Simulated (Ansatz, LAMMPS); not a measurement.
# Structural relaxation of amorphous 62TiO2-38Al2O3 (mol %) (90 atoms), part 4 of 4

Wanted: the relaxed structure of amorphous 62TiO2-38Al2O3 (mol %) (90 atoms) and its electronic structure.

Ansatz 0.2.0; Kohn-Sham DFT, PBE, PAW (set soft_2), plane waves.

The cell: 15 Ti, 18 Al and 57 O. The quench rate of 50 K/ps is many orders above laboratory rates. The network of bonds at the start is that of the classical potential that made the cell. Only the Γ point is sampled in the main run, in a cell whose shortest periodic width is 10 Å.

So far. Step 4 (Cell and atoms relaxed): The relaxation changed the energy by -33.5 meV/atom, and atoms moved by 0.14 Å r.m.s., 0.45 Å at most. Step 7 (K-mesh 2×2×2): Forces differ from those of the single point at the relaxed geometry by 11 meV/Å r.m.s.; the energy by -0.94 meV/atom and the gap by -0.028 eV. It took 2 min and 12 cycles; the reference's time can't be set against it, since the two runs asked for unlike analyses.

### 8. Functional HSE06

HSE06 mixes in a quarter of exact exchange at short range, which counters self-interaction, at a higher cost.

This step: Kohn-Sham DFT, HSE06, PAW (set soft_2), plane waves (Ansatz 0.2.0).

input.yaml reads:

```yaml
crystal:
  lattice:
    - [10.31095, 0.05218, 0.06265]
    - [0.05218, 10.15326, 0.03907]
    - [0.06265, 0.03907, 10.27746]
  atoms:
    [... the 90 atom lines of step 6 ...]
kpoints:
  mp_grid: { grid: [1, 1, 1] }
hamiltonian:
  xc: hse06
scf:
  occupations: { method: fermi_dirac, width: 0.025 }
output:
  forces: true
  stress: true
  populations: true
  dos:
    method: { smearing: { sigma: 0.08 } }
    de: 0.05
    projected: { site_lists: { Al: [Al], O: [O], Ti: [Ti] } }
  eigenvalues: true
```

Launch:

```bash
$ ansatz run input.yaml --threads 4 --pin off --max-ram 8192MiB --backend cpu --events-out ev --progress --plain --runs-dir out
```

Numbers of over 12 decimals in the logs are rounded to 6 here.

What it wrote:

```text
Warning: output.stress: scf.convergence.dr2_threshold = 1e-7 eV (the SCF's general default) is looser than the 1.6e-9 eV advised for a printed stress (1e-10 eV for each atom of the cell: 90, of which 16 are counted). What an SCF threshold leaves in a stress goes as its square root, and in the free energy as the threshold itself, and one threshold admits the most on a small cell: [...]
Warning: output.stress: scf.exx.energy_threshold = 1e-6 eV is looser than the 1.6e-7 eV advised for a stress under a hybrid functional (1e-8 eV for each atom of the cell: 90, of which 16 are counted). Every SCF of the exchange loop can meet its threshold on dr2 while the loop round them stops early: [...]
exact exchange: scf.exx.singularity resolves to wigner_seitz, which cuts the screened interaction at the faces of the exchange supercell's Wigner-Seitz cell, so that each pair interacts once, at the shortest of its separations (the periodic images that this leaves out come, [...]
[...]
Crystal: 90 atoms, lattice volume = 1075.861 Å³
Basis set: ecut = 420 eV, 20995 PW (Γ), exchange–correlation on 144×144×144 points (8 copies of the dense FFT grid, shifted against one another)
Bands: 378, of which v1, the nominal top of the filled ones, is band 288 counted from 1 (287 counted from 0)
Symmetry: 1 space group operations
[...]
k-points: 1
[...]
SCF iter   1: F=—  HF=-79633.695691 eV  |F-HF|=—  |Δ(HF+E_count)|=         —  Δρ=4.13e-3  dr2=2.10e-1  ethr=1.77e-3  ⟨swp⟩=6.0  Hψ=1663  notcnv=0
[...]
SCF iter   5: F=—  HF=-79633.716040 eV  |F-HF|=—  |Δ(HF+E_count)|=   3.91e-5  Δρ=4.57e-4  dr2=2.01e-3  ethr=1.90e-6  ⟨swp⟩=5.0  Hψ=702  notcnv=0  defer=4
SCF iter   6: F=-79633.716081 eV  HF=-79633.716119 eV  |F-HF|=3.81e-5  |Δ(HF+E_count)|=   7.93e-5  Δρ=1.73e-4  dr2=2.37e-4  ethr=3.50e-7  ⟨swp⟩=4.0  Hψ=752  notcnv=0  defer=4
SCF 1 stopped early in 6 iterations: F = -79633.716081 eV  dr2 = 2.37e-4
[...]
Exchange kernel: α = 0.2500, screened, ω = 0.2079 Å⁻¹, Wigner–Seitz truncation, v(0) = 917.4006 eV·Å³, q-mesh 1×1×1, nearest image of the exchange supercell L = 10.15 Å, pair-density grid 54×48×54, without the augmentation charges, whose exchange is taken in its separable form (sized by the pseudopotential files, [...]
Frozen-core exchange: fock
SCF iter   1: F=—  HF=-79628.024464 eV  |F-HF|=—  |Δ(HF+E_count)|=         —  Δρ=2.61e-2  dr2=1.15e1  ethr=4.12e-7  ⟨swp⟩=17.0  Hψ=2142  notcnv=0
[...]
SCF iter  10: F=—  HF=-79625.651361 eV  |F-HF|=—  |Δ(HF+E_count)|=   4.71e-4  Δρ=1.81e-4  dr2=4.57e-4  ethr=1.60e-8  ⟨swp⟩=6.0  Hψ=926  notcnv=0  defer=4
SCF iter  11: F=-79625.651267 eV  HF=-79625.651278 eV  |F-HF|=1.04e-5  |Δ(HF+E_count)|=   8.38e-5  Δρ=3.65e-5  dr2=3.29e-5  ethr=1.60e-8  ⟨swp⟩=5.0  Hψ=856  notcnv=0
SCF 2 stopped early in 11 iterations: F = -79625.651267 eV  dr2 = 3.29e-5
  Residual-converged pass: ⟨swp⟩=4.0  Hψ=965  notcnv=0  max |occ|·‖R‖ = 6.1e-6 eV (tolerance 6.7e-6 eV)  dr2=3.28e-5  dr2_onsite=1.49e-6  max |Δocc| = 0.0e0
hybrid outer 1: dexx = +3.997e-1 eV, tail = 6.28e-4 eV
[...]
Frozen-core exchange: fock
SCF iter   1: F=—  HF=-79625.641863 eV  |F-HF|=—  |Δ(HF+E_count)|=         —  Δρ=5.31e-5  dr2=1.88e-5  ethr=5.45e-7  ⟨swp⟩=20.0  Hψ=959  notcnv=0
[...]
SCF iter   6: F=—  HF=-79625.641877 eV  |F-HF|=—  |Δ(HF+E_count)|=   1.60e-7  Δρ=2.68e-6  dr2=1.35e-7  ethr=1.50e-10  ⟨swp⟩=3.0  Hψ=674  notcnv=0  defer=4
SCF iter   7: F=-79625.641877 eV  HF=-79625.641877 eV  |F-HF|=3.41e-9  |Δ(HF+E_count)|=   2.21e-8  Δρ=6.17e-7  dr2=1.19e-8  ethr=2.04e-11  ⟨swp⟩=6.0  Hψ=762  notcnv=0  defer=4
SCF 3 converged in 7 iterations: F = -79625.641877 eV  dr2 = 1.19e-8
[...]
hybrid outer 2: dexx = +1.431e-5 eV, tail = 1.44e-7 eV, Δε = 1.98e-3 eV (about 3.15e-5 eV left of the loop's levels), ΔF = 1.53e-2 eV/Å (tail 1.48e-3)
[...]
Frozen-core exchange: fock
SCF iter   1: F=—  HF=-79625.641876 eV  |F-HF|=—  |Δ(HF+E_count)|=         —  Δρ=2.17e-6  dr2=7.07e-8  ethr=1.25e-10  ⟨swp⟩=20.0  Hψ=1062  notcnv=4
[...]
SCF iter   2: F=-79625.641876 eV  HF=-79625.641876 eV  |F-HF|=2.55e-9  |Δ(HF+E_count)|=   1.64e-8  Δρ=5.88e-7  dr2=3.93e-9  ethr=1.16e-11  ⟨swp⟩=3.0  Hψ=668  notcnv=0
SCF 4 converged in 2 iterations: F = -79625.641876 eV  dr2 = 3.93e-9
[...]
hybrid SCF converged: 3 outer / 20 inner (+6 warm-up), last move |dexx| = 4.05e-9 eV, tail = 8.67e-9 eV
Stability not checked: this state was not tested for a lower state beside it, because the functional holds exact exchange (a hybrid, or Hartree-Fock), whose exchange loop this test does not read (fock_operator; see scf.lower_state_search)
Free energy (F): -79625.641876 eV
Frozen-core exchange: fock
[...]
Internal energy: -79625.641876 eV  (E = F + TS)
E sigma→0 (E₀):  -79625.641876 eV
Fermi energy:    6.630076 eV
[...]
Σ components = -79625.641876   (vs F -79625.641876, Δ=-1.46e-11)
--- Forces (eV/Å), atoms counted from 1 ---
  atom   1  Ti     0.02493146     0.04199480    -0.31553734
  atom   2  Ti    -0.03250293     0.18901251    -0.10691649
  atom   3  Ti    -0.20482213    -0.16165554    -0.37578893
  atom   4  Ti    -0.11416697    -0.09422191    -0.14025039
[...]
atom  90  O     -0.01935711    -0.02743229     0.02598510
  max |Σ_I F_I| component: 1.11e-4 eV/Å
--- Stress (GPa, compression-positive) ---
       -5.629355       0.036007      -0.005247
        0.036009      -5.958252       0.226889
       -0.005250       0.226884      -6.392934
  P = ⅓ Tr σ = -5.9935 GPa (-59.935 kbar)
--- Band table (eV) ---
[...]
--- Löwdin populations: 90 sites ---
  site symbol       q [e]
     0     Ti     10.4112
     1     Ti     10.3764
     2     Ti     10.4339
[...]
89      O      6.8847
  spilling = 0.005931 (of n_electrons = 576.000000)
```

Wall time 4 min (4 threads of AMD EPYC 7B13 (Zen 3), shared host); peak memory 3.6 GiB.

The program notes that the exchange threshold is loose for the stress and the SCF threshold is loose for the stress.

Geometry and reference: those of the single point at the relaxed geometry.

Forces differ from those of the single point at the relaxed geometry by 164 meV/Å r.m.s.; the pressure by -6.0 GPa and the gap by +1.6 eV. It took 4 min and 26 cycles; the reference's time can't be set against it, since the two runs asked for unlike analyses.

Read from the output:

```
free energy                                      : -79625.6419 eV
free energy per atom                             : -884.7294 eV/atom
SCF cycles                                       : 26
pressure                                         : -5.994 GPa
r.m.s. force component                           : 0.1641 eV/Å
longest force                                    : 0.7404 eV/Å
Fermi energy                                     : 6.63 eV
gap (highest filled to lowest empty level) : 3.997 eV
spilling of the projection                       : 0.005931
```

Length of the force by element and coordination:

```csv
element,coordination,atoms,mean length of the force (eV/Å),spread,least,most
Al,all,18,0.104,0.0421,0.0348,0.197
Al,4,9,0.103,0.0561,0.0348,0.197
Al,5,7,0.109,0.0194,0.0838,0.141
Al,6,2,0.0864,0.0062,0.0802,0.0925
O,all,57,0.262,0.148,0.0404,0.740
O,2,14,0.409,0.143,0.146,0.740
O,3,42,0.213,0.115,0.0404,0.446
O,4,1,0.282,0,0.282,0.282
Ti,all,15,0.338,0.103,0.204,0.572
Ti,4,4,0.316,0.0765,0.204,0.420
Ti,5,7,0.327,0.0896,0.224,0.458
Ti,6,4,0.379,0.132,0.220,0.572
```

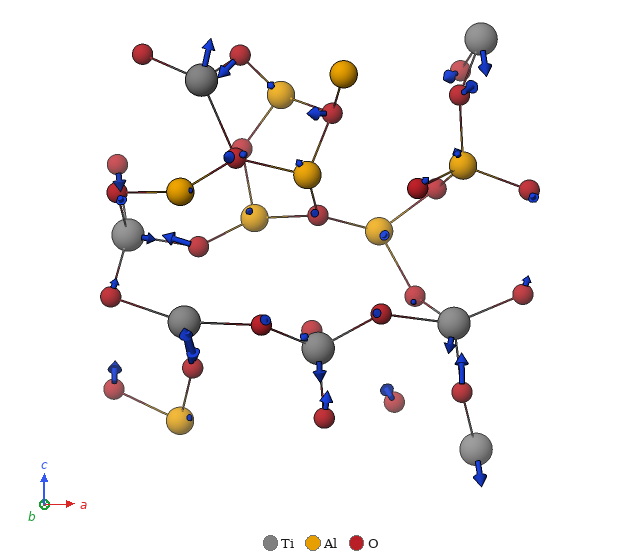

Forces as arrows; the longest in the cell is 0.740 eV/Å. Drawn is a slice 4 Å thick, seen along the normal of the ac plane. Bonds to atoms that aren't drawn are left out.

Löwdin charges by element and coordination (they lack the spilled electrons, 0.038 e an atom on average):

```csv
element,coordination,atoms,mean charge (e),spread,least,most
Al,all,18,1.33,0.0399,1.24,1.39
Al,4,9,1.35,0.0279,1.30,1.39
Al,5,7,1.31,0.0264,1.28,1.35
Al,6,2,1.26,0.0179,1.24,1.27
O,all,57,-0.775,0.0767,-0.888,-0.600
O,2,14,-0.680,0.0423,-0.736,-0.600
O,3,42,-0.806,0.0583,-0.888,-0.699
O,4,1,-0.800,0,-0.800,-0.800
Ti,all,15,1.58,0.0249,1.53,1.62
Ti,4,4,1.57,0.012,1.56,1.59
Ti,5,7,1.58,0.0292,1.53,1.62
Ti,6,4,1.59,0.0213,1.57,1.62
```

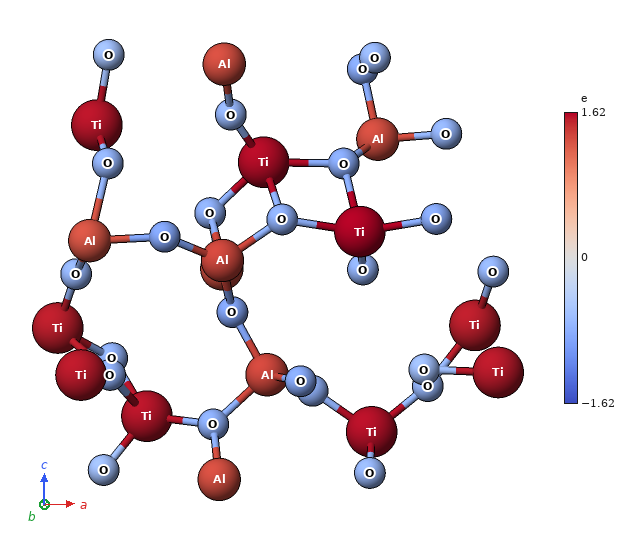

Atoms coloured by Löwdin charge. Drawn is a slice 4 Å thick, seen along the normal of the ac plane. Bonds to atoms that aren't drawn are left out.

States in the cell by windows of 1 eV, zero at the Fermi level; the larger projections on atomic orbitals stand beside the total:

```csv
from (eV),to (eV),total,O p,Ti d
-14,-10,0.0,0.0,0.0
-10,-9,0.1,0.1,0.0
-9,-8,17.6,13.1,0.7
-8,-7,29.1,21.8,2.3
-7,-6,64.1,48.7,8.6
-6,-5,67.1,54.7,7.4
-5,-4,66.6,58.3,4.9
-4,-3,69.3,63.5,3.5
-3,-2,27.4,26.0,0.8
-2,-1,0.7,0.7,0.0
-1,1,0.0,0.0,0.0
1,2,1.6,0.1,1.4
2,3,36.1,3.7,30.7
3,4,46.5,6.8,35.5
4,5,38.1,7.2,25.6
```

Between -26 and -14 eV lie 114 more states.

The stored curve holds about 456 of the 576 electrons; the rest, give or take the few that broadening carries across the Fermi level, lie in deeper levels below its range.

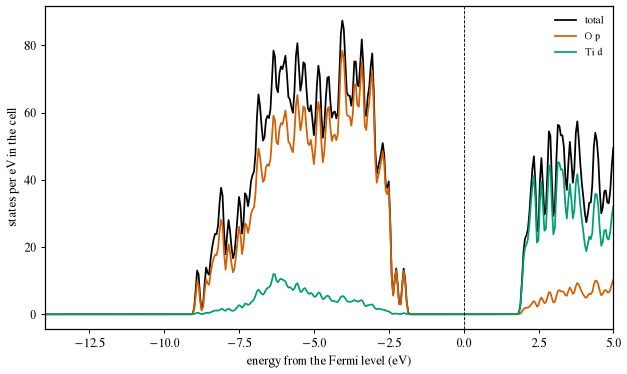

Total and projected density of states, with the broadening of the input.

The levels nearest the highest filled one (over half full), pooled over k-points and spins:

```csv
level less the highest filled one (eV),occupation
-0.632,2
-0.540,2
-0.497,2
-0.484,2
-0.261,2
0,2
4.00,0
4.08,0
4.17,0
4.24,0
4.27,0
4.34,0
```

### 9. Functional r2SCAN (500 eV)

The meta-GGA r2SCAN uses the kinetic energy density as well as the density and its gradient. Besides, the cutoff goes from 420 to 500 eV.

This step: Kohn-Sham DFT, r2SCAN, PAW (set soft_2), plane waves (Ansatz 0.2.0).

input.yaml, as its differences from that of step 8:

```diff
@@ -10,3 +10,3 @@
 hamiltonian:
-  xc: hse06
+  xc: r2scan
 scf:
```

What it wrote:

```text
[...]
Crystal: 90 atoms, lattice volume = 1075.861 Å³
Basis set: ecut = 500 eV, 27377 PW (Γ), exchange–correlation on 320×300×300 points (64 copies of the dense FFT grid, shifted against one another)
Bands: 378, of which v1, the nominal top of the filled ones, is band 288 counted from 1 (287 counted from 0)
Symmetry: 1 space group operations
[...]
k-points: 1
[...]
SCF iter   1: F=—  HF=-79836.721201 eV  |F-HF|=—  |Δ(HF+E_count)|=         —  Δρ=1.96e-2  dr2=5.36e0  dr2_τ=5.58e0  ethr=1.77e-3  ⟨swp⟩=6.0  Hψ=1438  notcnv=0  defer=61
[...]
SCF iter  11: F=—  HF=-79838.254102 eV  |F-HF|=—  |Δ(HF+E_count)|=   2.59e-7  Δρ=6.10e-6  dr2=4.25e-7  dr2_τ=5.27e-8  ethr=1.69e-10  ⟨swp⟩=2.0  Hψ=521  notcnv=0  defer=81
SCF iter  12: F=-79838.254102 eV  HF=-79838.254102 eV  |F-HF|=4.06e-9  |Δ(HF+E_count)|=   3.53e-8  Δρ=1.88e-6  dr2=4.62e-8  dr2_τ=3.65e-9  ethr=1.74e-11  ⟨swp⟩=10.0  Hψ=1794  notcnv=0
SCF 1 converged in 12 iterations: F = -79838.254102 eV  dr2 = 4.62e-8
[...]
SCF converged after 12 iterations
Free energy (F): -79838.254102 eV
[...]
Internal energy: -79838.254102 eV  (E = F + TS)
E sigma→0 (E₀):  -79838.254102 eV
Fermi energy:    6.751065 eV
[...]
Σ components = -79838.254102   (vs F -79838.254102, Δ=0.00e0)
--- Forces (eV/Å), atoms counted from 1 ---
  atom   1  Ti     0.00788089    -0.00774083    -0.10341877
  atom   2  Ti    -0.02455372     0.00644555     0.01970275
  atom   3  Ti    -0.04359105    -0.05977031    -0.11549158
  atom   4  Ti    -0.03284277    -0.03966527    -0.03938679
[...]
atom  90  O     -0.02311056     0.00375200     0.04209007
  max |Σ_I F_I| component: 8.21e-5 eV/Å
--- Stress (GPa, compression-positive) ---
       -4.629843       0.037929      -0.003196
        0.037929      -4.680097       0.087924
       -0.003228       0.087932      -4.887905
  P = ⅓ Tr σ = -4.7326 GPa (-47.326 kbar)
--- Band table (eV) ---
[...]
--- Löwdin populations: 90 sites ---
  site symbol       q [e]
     0     Ti     10.5015
     1     Ti     10.4683
     2     Ti     10.5272
[...]
89      O      6.8854
  spilling = 0.005578 (of n_electrons = 576.000000)
```

It took 32 s on 4 threads; peak memory 3 GiB.

Geometry and reference: those of the single point at the relaxed geometry.

Forces differ from those of the single point at the relaxed geometry by 70 meV/Å r.m.s.; the pressure by -4.7 GPa and the gap by +0.33 eV. It took 32 s and 12 cycles; the reference's time can't be set against it, since the two runs asked for unlike analyses.

### 10. Functional PBEsol

PBEsol restores the gradient expansion of exchange for slowly varying densities and usually gives shorter bonds in solids than PBE.

This step: Kohn-Sham DFT, PBEsol, PAW (set soft_2), plane waves (Ansatz 0.2.0).

input.yaml, as its differences from that of step 9:

```diff
@@ -10,3 +10,3 @@
 hamiltonian:
-  xc: r2scan
+  xc: pbesol
 scf:
```

What it wrote:

```text
[...]
Crystal: 90 atoms, lattice volume = 1075.861 Å³
Basis set: ecut = 420 eV, 20995 PW (Γ), exchange–correlation on 144×144×144 points (8 copies of the dense FFT grid, shifted against one another)
Bands: 378, of which v1, the nominal top of the filled ones, is band 288 counted from 1 (287 counted from 0)
Symmetry: 1 space group operations
[...]
k-points: 1
[...]
SCF iter   1: F=—  HF=-78638.216109 eV  |F-HF|=—  |Δ(HF+E_count)|=         —  Δρ=1.48e-2  dr2=2.03e0  ethr=1.77e-3  ⟨swp⟩=6.0  Hψ=1450  notcnv=0  defer=61
[...]
SCF iter  12: F=—  HF=-78637.736957 eV  |F-HF|=—  |Δ(HF+E_count)|=   3.41e-7  Δρ=3.53e-6  dr2=1.61e-7  ethr=1.29e-10  ⟨swp⟩=2.0  Hψ=479  notcnv=0  defer=82
SCF iter  13: F=-78637.736957 eV  HF=-78637.736957 eV  |F-HF|=1.04e-8  |Δ(HF+E_count)|=   4.74e-8  Δρ=2.18e-6  dr2=6.51e-8  ethr=1.74e-11  ⟨swp⟩=12.0  Hψ=1766  notcnv=0
SCF 1 converged in 13 iterations: F = -78637.736957 eV  dr2 = 6.51e-8
[...]
SCF converged after 13 iterations
Free energy (F): -78637.736957 eV
[...]
Internal energy: -78637.736957 eV  (E = F + TS)
E sigma→0 (E₀):  -78637.736957 eV
Fermi energy:    6.811682 eV
[...]
Σ components = -78637.736957   (vs F -78637.736957, Δ=0.00e0)
--- Forces (eV/Å), atoms counted from 1 ---
  atom   1  Ti     0.00769523     0.01979994    -0.02579520
  atom   2  Ti    -0.05977685     0.04622698    -0.00100507
  atom   3  Ti    -0.07697837    -0.03273233    -0.07362954
  atom   4  Ti    -0.08709288     0.00177277     0.04812275
[...]
atom  90  O      0.03270307     0.01222999     0.01917651
  max |Σ_I F_I| component: 1.25e-4 eV/Å
--- Stress (GPa, compression-positive) ---
       -4.273509       0.064491       0.014195
        0.064493      -4.426934       0.027287
        0.014192       0.027283      -4.445165
  P = ⅓ Tr σ = -4.3819 GPa (-43.819 kbar)
--- Band table (eV) ---
[...]
--- Löwdin populations: 90 sites ---
  site symbol       q [e]
     0     Ti     10.6077
     1     Ti     10.5820
     2     Ti     10.6394
[...]
89      O      6.8325
  spilling = 0.005567 (of n_electrons = 576.000000)
```

Run time: 15 s. Hardware: 4 threads; peak memory 1.5 GiB; 54 s of CPU time.

Geometry and reference: those of the single point at the relaxed geometry.

Forces differ from those of the single point at the relaxed geometry by 67 meV/Å r.m.s.; the pressure by -4.4 GPa and the gap by -0.0083 eV.

### 11. What each setting buys

Differences are against the single point at the relaxed geometry (Kohn-Sham DFT, PBE, PAW (set soft_2), plane waves), whose r.m.s. force component is 0.00509 eV/Å. Energies are set beside the reference only for runs with its functional, potentials and electron count. Times are for 4 threads of AMD EPYC 7B13 (Zen 3), shared host. The reference's time includes grids, which some other runs skip.

```csv
run,"Δ force, r.m.s. (meV/Å)",Δ energy (meV/atom),Δ pressure (GPa),Δ gap (eV),cycles,time,host memory (GiB)
reference,-,-,-,-,12,15 s,1.5
k-mesh 2×2×2,11.3,-0.941,0.0023,-0.0275,12,2 min,6.3
functional HSE06,164,-,-5.99,1.62,26,4 min,3.6
functional r2SCAN (500 eV),69.8,-,-4.73,0.327,12,32 s,3.0
functional PBEsol,66.7,-,-4.38,-0.0083,13,15 s,1.5
```

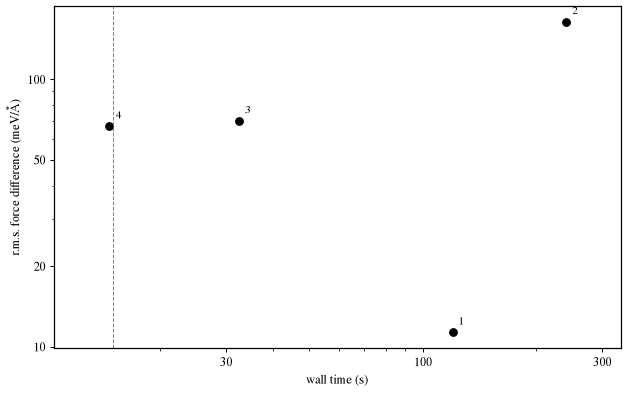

Force difference from the reference against wall time; the dashed line marks the reference's time. Points: 1 k-mesh 2×2×2; 2 functional HSE06; 3 functional r2SCAN (500 eV); 4 functional PBEsol.

### 12. What came out

```yaml
energy_change_in_the_relaxation: -33.47 meV/atom
r_m_s_displacement: 0.145 Å
largest_displacement: 0.445 Å
free_energy_per_atom: -884.8181 eV/atom
pressure: 0.001124 GPa
r_m_s_force_component: 0.00509 eV/Å
spacing_of_highest_filled_and_lowest_empty_level: 2.372 eV
wall_time_of_the_7_dft_runs: 9 min
```

**Reading.** Relaxation lowers the energy by 33.5 meV/atom and moves atoms by 0.14 Å r.m.s.; the r.m.s. force component goes from 0.61 to 0.0051 eV/Å. Displacements are taken in the final cell, so they leave out its strain. By the final cutoffs 0 of 154 bonded pairs parted and 4 joined. The cell grew by 1.5 % in volume. First to last step the energy falls by 3.012 eV, across changes of basis; the largest move, 0.44 Å, is that of O34. The O-Ti bonds change most in mean length: from 1.904 Å (spread 0.135) to 1.948 Å (spread 0.178), and their number from 72 to 75. Counting bonds as in the table, 50 % of Al atoms have 4, 74 % of O atoms have 3 and 47 % of Ti atoms have 5 bonded neighbours. Counting bonds to Al alone, not to Ti, 21 % of the oxygens join two of these atoms and 40 % one; 21 % join three; 18 % join none. The highest filled and lowest empty levels differ by 2.37 eV (at Γ alone); a semilocal functional tends to put such gaps too low. In a disordered cell it changes from sample to sample, and tail or defect levels can set it.

Among the changes of functional, dispersion, potentials or spin set against this reference, functional HSE06 moves the forces most, by 164 meV/Å r.m.s. The gap changes by +1.62 eV with HSE06.

Caveats: The starting topology of bonds comes from the classical model; in DFT 0 of its 154 bonded pairs passed out of the cutoffs and 4 came within them.

[Logs are printed without paths, hosts, clocks, repeated set-up lines and the standing remarks that a program may print on its own settings, such as how far it seeks lower states.]

[Hosts, paths, dates, database ids (printed as entryN), source tags and the programs' standing remarks are cut or masked in the printed files.]
